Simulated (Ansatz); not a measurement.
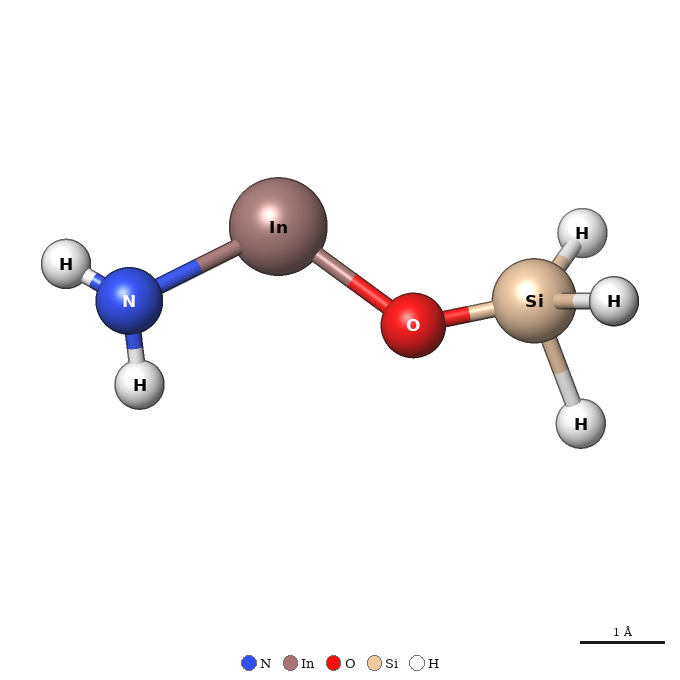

The structure as it stands in the input.

Input file:

```yaml
crystal:
  periodic: [false, false, false]
  atoms:
    - {symbol: N, position_ang: [-0.311498, 2.795476, -0.800152]}
    - {symbol: In, position_ang: [0.946673, 1.203939, -0.206739]}
    - {symbol: O, position_ang: [-0.087955, -0.494027, 0.131768]}
    - {symbol: Si, position_ang: [0.323343, -1.758930, 0.774181]}
    - {symbol: H, position_ang: [0.132378, 3.530405, -1.085228]}
    - {symbol: H, position_ang: [-0.991169, 2.322034, -1.429075]}
    - {symbol: H, position_ang: [-0.527504, -2.864430, -0.165905]}
    - {symbol: H, position_ang: [1.699317, -2.435610, 0.452126]}
    - {symbol: H, position_ang: [-0.302380, -2.226011, 2.144723]}
basis:
  gaussian: {orbitals: def2-TZVP}
total_charge: 1
magnetization: {spin_polarized: true, initial_magnetization: 0}
hamiltonian: {xc: {name: B97}}
scf: {lower_state_search: light}
output: {forces: true}
```

It was started with:

```sh
ansatz run in.yaml --threads 4 --pin off --events-out ev --progress --plain --max-ram 10444MiB
```

Output:

```
Functional definition: B97
  name "B97"
  cite "Becke, J. Chem. Phys. 107, 8554 (1997) doi:10.1063/1.475007"
  parameter cx = 0.1943
  parameter cx0 = 0.8094
  parameter cx1 = 0.5073
  parameter cx2 = 0.7481
  parameter css0 = 0.1737
  parameter css1 = 2.3487
  parameter css2 = -2.4868
  parameter cos0 = 0.9454
  parameter cos1 = 0.7471
  parameter cos2 = -4.5961
  exchange = spin_sum(e_x_unif_s*poly(b97_u_x, cx0, cx1, cx2)) + cx*exact_x
  correlation = spin_sum(e_c_pw_same_spin*poly(b97_u_same, css0, css1, css2))
      + integral(e_c_pw_opposite_spin*poly(b97_u_opposite, cos0, cos1, cos2))
1252 factors; their error is unknown
mean field evaluation 1: about -16629.4099 eV, gradient 9.0e1 eV
mean field evaluation 2: about -16432.6186 eV, gradient 1.9e2 eV
mean field evaluation 4: about -16641.1712 eV, gradient 5.0e1 eV
mean field evaluation 8: about -16660.9740 eV, gradient 2.2e0 eV
mean field evaluation 16: about -16661.0805 eV, gradient 2.2e-3 eV
mean field evaluation 32: about -16661.1446 eV, gradient 1.9e-5 eV
mean field -16661.14464713 eV, -612.2857724524 hartree, gradient 4.3e-5 eV, S^2 0.370494; 7 other end points of the search recorded, 0 dependent functions left out
the calculation of the forces begins
reference -16661.14468039 eV, -612.2857736749 hartree; 27, 27 occupied and 152, 152 virtual orbitals, 1252 factors
Total energy: -16661.14468039 eV, -612.2857736749 hartree
Atom 0 at    -0.311498     2.795476    -0.800152 Å, force    -3.211384    -7.071536     2.925568 eV/Å
Atom 1 at     0.946673     1.203939    -0.206739 Å, force    -0.922663     1.111357    -0.405153 eV/Å
Atom 2 at    -0.087955    -0.494027     0.131768 Å, force    -0.933806     6.601519    -2.765175 eV/Å
Atom 3 at     0.323343    -1.758930     0.774181 Å, force     0.725787   -10.216612     2.986884 eV/Å
Atom 4 at     0.132378     3.530405    -1.085228 Å, force     3.062923     5.686296    -2.837602 eV/Å
Atom 5 at    -0.991169     2.322034    -1.429075 Å, force     0.706389     1.014001    -0.003726 eV/Å
Atom 6 at    -0.527504    -2.864430    -0.165905 Å, force     0.474880     0.909529     0.613574 eV/Å
Atom 7 at     1.699317    -2.435610     0.452126 Å, force    -0.762844     1.042895     0.456604 eV/Å
Atom 8 at    -0.302380    -2.226011     2.144723 Å, force     0.860719     0.922550    -0.970973 eV/Å
Dipole moment:     0.373881     0.333935    -0.175099 e Å
```

Self-consistency was reached.
